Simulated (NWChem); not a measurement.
# Si2NH6Cl (SMILES N[SiH]([SiH3])Cl) at 6 levels

Wanted: a comparison of 6 runs (HF/STO-3G, HF/3-21G, B3LYP/6-31G*, PBE0/6-31G*, CCSD(T)/6-31G*) of Si2NH6Cl. 

The results are computed with NWChem 7.3.0.

47 further runs of the same task are left out: 47 set aside as unsound or not needed. Runs told in other sessions of the task aren't counted.

### Step 1. Starting point

Si2NH6Cl has 10 atoms, charge 0, and is taken as a singlet. SMILES: `N[SiH]([SiH3])Cl`. The Si3–H8 distance was set to 2.228 Å, away from the relaxed value. At this shape a bond of the SMILES string is far longer than usual.

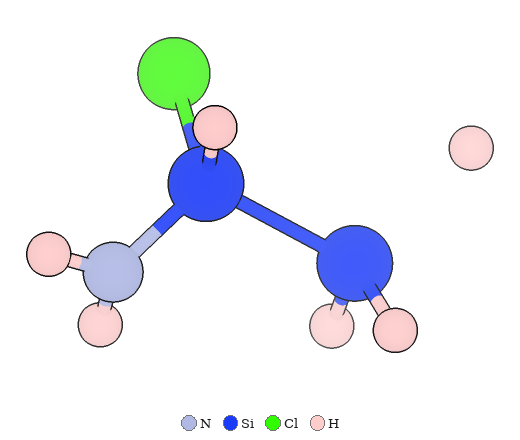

Viewed from a chosen angle; nitrogen light blue, silicon blue, chlorine green, hydrogen pink.

### Step 2. The energy at HF/STO-3G (run 1)

File geom.nw:

```
start geom
memory 2200 mb
charge 0

geometry units angstrom noautosym nocenter noautoz
N     -0.597501     2.366308    -0.352349
Si    -0.185801     0.750308    -0.710449
Si     0.580899    -0.304892     1.227851
Cl    -1.766701    -0.409892    -1.414149
H     -1.163901     2.583208     0.452151
H     -0.754701     3.028208    -1.096249
H      0.791999     0.785908    -1.823949
H      0.872200    -2.482600     0.855100
H     -0.433201    -0.127892     2.303751
H      1.865799     0.293308     1.679651
end

basis spherical bse
* library STO-3G
end

scf
thresh 1e-08
maxiter 80
noprint "final vectors analysis"
end

task scf energy
```

Command:

```sh
$ nwchem geom.nw > geom.out
```

Output:

```text
[...]
  functions       =    38
[...]
  wavefunction    = RHF
[...]
         Total SCF energy =  -1082.951087749554
      One-electron energy =  -2046.172894931055
      Two-electron energy =    691.371667021730
 Nuclear repulsion energy =    271.850140159770
        Time for solution =      2.5s
[...]
```

Run time: 3.3 s. Hardware: 1 thread of Intel Xeon Platinum 8488C (Sapphire Rapids), shared host; peak memory 0.1 GiB.

### Step 3. The energy at HF/3-21G (run 2)

File run.nw:

```
start run
title "ClH6NSi2"
memory total 2200 mb

geometry noautosym nocenter noautoz
 N     -0.597501     2.366308    -0.352349
 Si    -0.185801     0.750308    -0.710449
 Si     0.580899    -0.304892     1.227851
 Cl    -1.766701    -0.409892    -1.414149
 H     -1.163901     2.583208     0.452151
 H     -0.754701     3.028208    -1.096249
 H      0.791999     0.785908    -1.823949
 H      0.872200    -2.482600     0.855100
 H     -0.433201    -0.127892     2.303751
 H      1.865799     0.293308     1.679651
end

basis spherical bse
 * library 3-21G
end

scf
 thresh 1e-08
 maxiter 80
end

task scf energy
```

Command:

```sh
$ nwchem run.nw > run.out
```

Output:

```text
[...]
  functions       =    60
[...]
  wavefunction    = RHF
[...]
         Total SCF energy =  -1089.701625451432
      One-electron energy =  -2049.792336167723
      Two-electron energy =    688.240570556520
 Nuclear repulsion energy =    271.850140159770
        Time for solution =      2.7s
[...]
```

Wall time 3.3 s (1 thread of Intel Xeon Platinum 8488C (Sapphire Rapids), shared host); peak memory 0.099 GiB.

Runs 3 to 5 aren't shown in full; the table further down has their settings and results.

### Step 4. A single-point energy at CCSD(T)/6-31G(d) (spherical functions) (run 6)

File sp.nw:

```
echo
start sp
title "ClH6NSi2"
memory 2200 mb

geometry units au noautosym nocenter noautoz
  N     -1.12911325     4.47167405    -0.66584311
  Si    -0.35111300     1.41787663    -1.34255404
  Si     1.09774002    -0.57616238     2.32030211
  Cl    -3.33858103    -0.77458362    -2.67235431
  H     -2.19945413     4.88155564     0.85444156
  H     -1.42617820     5.72248377    -2.07161037
  H      1.49666120     1.48515088    -3.44676408
  H      1.64821913    -4.69143408     1.61590481
  H     -0.81863125    -0.24168085     4.35345845
  H      3.52584911     0.55427179     3.17408037
end

basis spherical bse
  N library 6-31G*
  Si library 6-31G*
  Cl library 6-31G*
  H library 6-31G*
end

scf
  thresh 1e-08
  maxiter 80
  print medium
end

ccsd
  freeze core 16
  maxiter 60
end

task ccsd(t) energy
```

Command:

```sh
$ nwchem sp.nw > sp.out
```

Output:

```text
[...]
  functions       =    80
[...]
  wavefunction    = RHF
[...]
         Total SCF energy =  -1095.240261575353
      One-electron energy =  -2056.775694128784
      Two-electron energy =    689.685312030928
 Nuclear repulsion energy =    271.850120522503
        Time for solution =     16.2s
[...]
 Total MP2 energy:          -1095.693796469028030
[...]
             energy      energy      error      ampl     ampl      Block
                                                time     time      time
[...]
 Total CCSD energy:          -1095.755842884134154
[...]
 Total CCSD+T(CCSD) energy:          -1095.770082589330286
[...]
 Total CCSD(T) energy:               -1095.769434884267412
[...]
```

Wall time 1.9 min (1 thread of Intel Xeon Platinum 8488C (Sapphire Rapids), shared host); peak memory 0.2 GiB.

### Step 5. All runs side by side

| run | level | iteration cap | module | energy (Eh) | dipole moment (D) of the reference | wall time |
| --- | --- | --- | --- | --- | --- | --- |
| 1 | HF/STO-3G | 80 | scf | -1082.951088 | 3.21 | 3.3 s |
| 2 | HF/3-21G | 80 | scf | -1089.701625 | 3.74 | 3.3 s |
| 3 | B3LYP/6-31G* (spherical functions) | 100 | dft | -1097.537147 | 3.36 | 45 s |
| 4 | PBE0/6-31G* (spherical functions) | 100 | dft | -1097.019397 | 3.34 | 42 s |
| 5 | B3LYP/6-31G* (Cartesian functions) | 100 | dft | -1097.545028 | 3.35 | 40 s |
| 6 | CCSD(T)/6-31G* (spherical functions) | 80 | ccsd(t) | -1095.769435 | – | 1.9 min |

### Step 6. Summary of results

| quantity | value |
| --- | --- |
| run 6: total energy | -1095.76943 Eh |
| run 6: HOMO energy (Hartree–Fock orbitals) | -10.23 eV |
| run 6: LUMO energy (Hartree–Fock orbitals) | 1.77 eV |
| run 6: HOMO–LUMO gap (Hartree–Fock orbitals) | 12.00 eV |
| run 6: correlation energy (16 core orbitals frozen) | -529.2 mEh |
| run 6: (T) correction | -13.59 mEh |

**Reading.** Over runs 1, 2, 3, 4, 5 the dipole moment (its size) runs from 3.21 D (HF/STO-3G) to 3.74 D (HF/3-21G). Over runs 2, 4, 5 the HOMO–LUMO gap runs from 5.74 eV (B3LYP/6-31G*) to 12.01 eV (HF/3-21G). The two ends differ in method and basis. Totals of different functionals can't be ranked against each other. In run 1 the basis is minimal, so the values are rough. In all runs a closed-shell determinant meets a far-stretched bond; if it breaks into open shells, such a determinant describes it badly, and no broken-symmetry solution was shown. All runs together took 4.2 min, the longest 1.9 min.
